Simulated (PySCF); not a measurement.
# C4H7Cl2Ga: what the fields show

The calculation's input:

```
{"job": {"kind": "uv", "xc": "B3LYP", "basis": "def2-SVPD", "nstates": 8, "ntriplets": 3}, "charge": 0, "multiplicity": 1}
Cl     2.978476     1.902372     0.570293
Ga     2.015112     0.034714     0.382300
Cl     2.740368    -1.502960     1.632696
C      0.396502    -0.249933    -0.894172
C     -0.551810     0.954493    -0.814552
C     -1.325208     0.207676     0.277404
C     -0.678011    -1.097284    -0.198923
H      0.711898    -0.568283    -1.892011
H     -0.122399     1.923113    -0.544058
H     -1.136517     1.068918    -1.727239
H     -0.966302     0.484643     1.274960
H     -2.411008     0.267445     0.250832
H     -0.350851    -1.797678     0.574629
H     -1.300928    -1.627708    -0.919304
```

Run with:

```sh
OMP_NUM_THREADS=1 python probes_run.py task.json out
```

Geometry: GFN2-xTB.

Theory: B3LYP/def2-SVPD, SCF density, gas phase (PySCF 2.14.0).

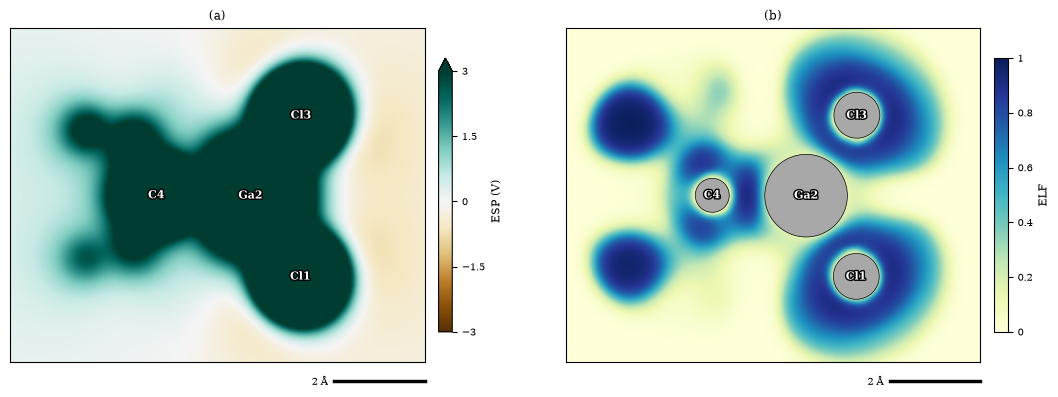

Figure 1. (a) molecular electrostatic potential; (b) ELF on the plane of atoms Cl3, Ga2 and C4. Grey discs cover the atomic cores in the ELF map.

> Describe what can be read from this map.

Atoms in the plane: Cl, Ga and C.
C–Ga (2.08 Å): the ELF peaks at about 0.90 in the valence shell of C, 0.8 Å from its nucleus, and is about 0.65 at the midpoint.
Ga–Cl (2.11 Å): the ELF peaks at about 0.85 in the valence shell of Cl, 0.8 Å from its nucleus, and is about 0.55 at the midpoint.
The ELF also peaks beside Cl1 and Cl3, away from the bonds: lone-pair regions.
Outside the dense part of the molecule the potential is most negative (−0.7 V) near Cl1 and Cl3.

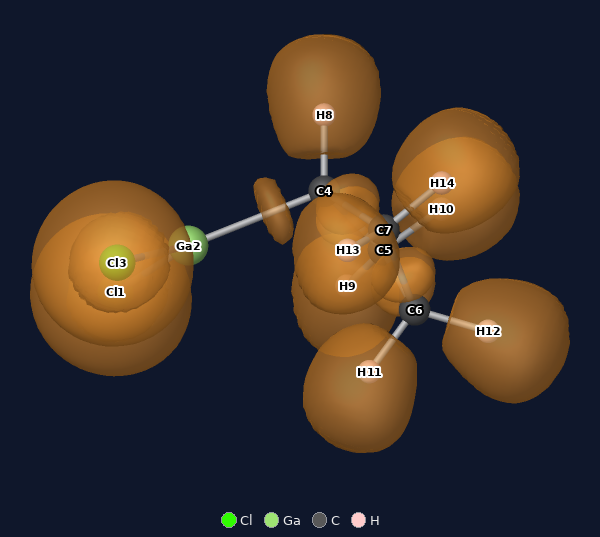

Figure 2. Isosurface of the electron localisation function at 0.8 (orange), seen from one side. Core shells and regions of very low density are left out.

> Describe the localisation domains.

At this value the surface marks out four regions between bonded C–C atoms (shared pairs), seven regions around hydrogen nuclei, one lobe of the valence shell of C pointing towards Ga (polar bonds) and two regions wrapped around Cl (the valence shell of each). Along the contacts the grid gives the following. C–C (1.53 Å): the ELF peaks at about 0.95 between the atoms; localised, covalent bonding.

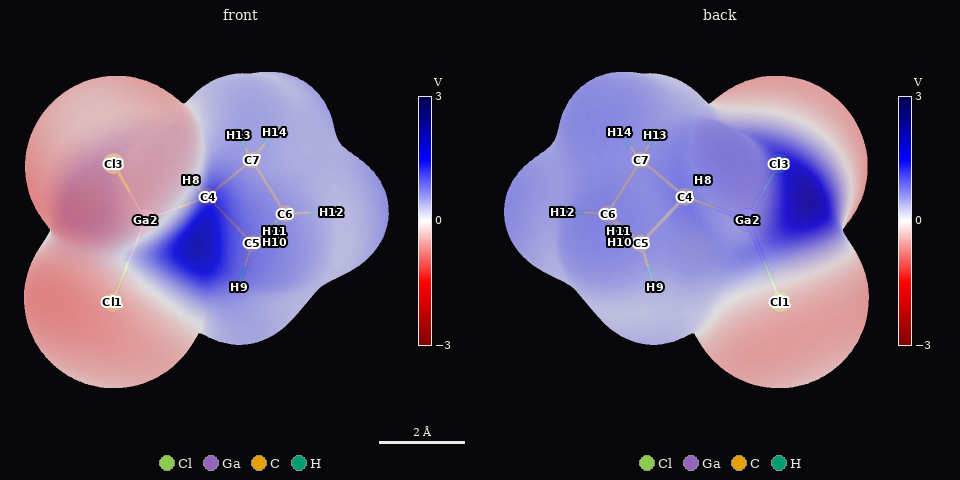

Figure 3. The electrostatic potential painted on the density surface at 0.001 e/bohr³, seen from the front and from behind; red is negative and blue positive.

> Which sites attract a positive test charge, and which a negative one?

A positive charge is drawn to the negative regions and a negative charge to the positive ones. The most negative region (about −0.7 V) lies over Cl1 and Cl3, the most positive (about +2.0 V) over Ga2.
